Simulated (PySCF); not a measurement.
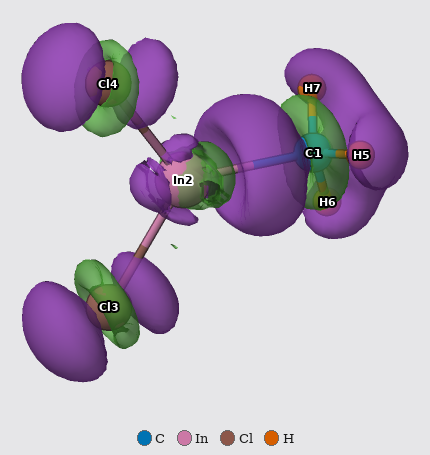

CH₃Cl₂In, SMILES `C[In](Cl)Cl`. Fukui function f⁻ = ρ(N) − ρ(N−1) at fixed geometry, surfaces at ±0.02 e/Å³ (purple positive, green negative).

PySCF calculation, ωB97X/def2-TZVP, gas phase; geometry: GFN2-xTB. Core potentials replace the inner electrons of In; spin–orbit coupling isn't included. No frequency check shows the geometry to be a minimum. GFN2-xTB bond lengths at metals and heavier atoms can be off by up to 0.1 Å and shapes distorted, which carries into these values.

Cartesian coordinates (Å):

```
C1       0.0201    2.4725   -0.0017
In2      0.0007    0.2426    0.0005
Cl3      1.9168   -1.0441   -0.0004
Cl4     -1.9294   -1.0233   -0.0004
H5      -0.2973    2.8121    0.9807
H6       1.0328    2.7975   -0.2170
H7      -0.6757    2.8132   -0.7628
```

Which atoms respond most to the removal of an electron?

Answer. f⁻ (Hirshfeld-condensed) is largest on Cl3 (0.22), Cl4 (0.22) and C1 (0.19); the vertical ionisation energy is 10.61 eV (the stability of the cation's solution wasn't checked). Condensed values hint at sites of electrophilic attack but needn't mark the atom that reacts. Shares this close don't rank the sites. Orbital relaxation makes it negative in places (0.18 e in all).

Run time: 93 s on 1 thread of Arm Neoverse V1, with other jobs on the host, peak memory 0.81 GiB.
